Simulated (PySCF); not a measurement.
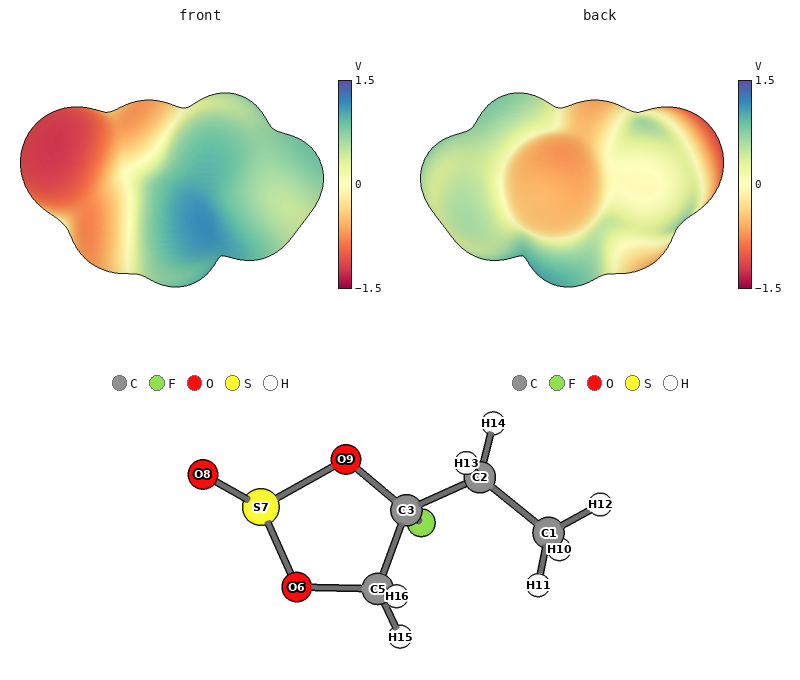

The picture shows: C4H7FO3S. The electrostatic potential painted on the density surface at 0.001 e/bohr³, seen from the front and from behind; red is negative and blue positive. The bare structure is drawn below in the same view.

Geometry: GFN2-xTB.

Computed with PySCF, PBE0/def2-SVPD, SCF density, gas phase.

```yaml
atoms:
  - { symbol: C, position_ang: [-2.1392, 0.0729, 0.1033] }
  - { symbol: C, position_ang: [-0.9672, -0.7155, 0.6737] }
  - { symbol: C, position_ang: [0.3517, -0.3954, -0.0203] }
  - { symbol: F, position_ang: [0.2354, -0.7578, -1.3708] }
  - { symbol: C, position_ang: [0.7813, 1.0923, -0.0075] }
  - { symbol: O, position_ang: [2.1722, 1.1102, 0.0970] }
  - { symbol: S, position_ang: [2.8662, -0.4172, 0.0433] }
  - { symbol: O, position_ang: [3.7745, -0.5463, 1.1282] }
  - { symbol: O, position_ang: [1.3825, -1.1135, 0.5090] }
  - { symbol: H, position_ang: [-2.2182, -0.0934, -0.9678] }
  - { symbol: H, position_ang: [-2.0215, 1.1384, 0.2840] }
  - { symbol: H, position_ang: [-3.0615, -0.2574, 0.5731] }
  - { symbol: H, position_ang: [-0.8366, -0.5136, 1.7371] }
  - { symbol: H, position_ang: [-1.1377, -1.7862, 0.5487] }
  - { symbol: H, position_ang: [0.4562, 1.5804, -0.9315] }
  - { symbol: H, position_ang: [0.3540, 1.6110, 0.8566] }
```

Where is the surface potential most negative and most positive?

Answer. The most negative region (about −1.2 V) lies over O8, the most positive (about +1.2 V) over H11 and H16. O8 is the likeliest acceptor of a hydrogen bond.

What dipole moment does the calculation give?

Answer. Its dipole moment is 3.76 D.
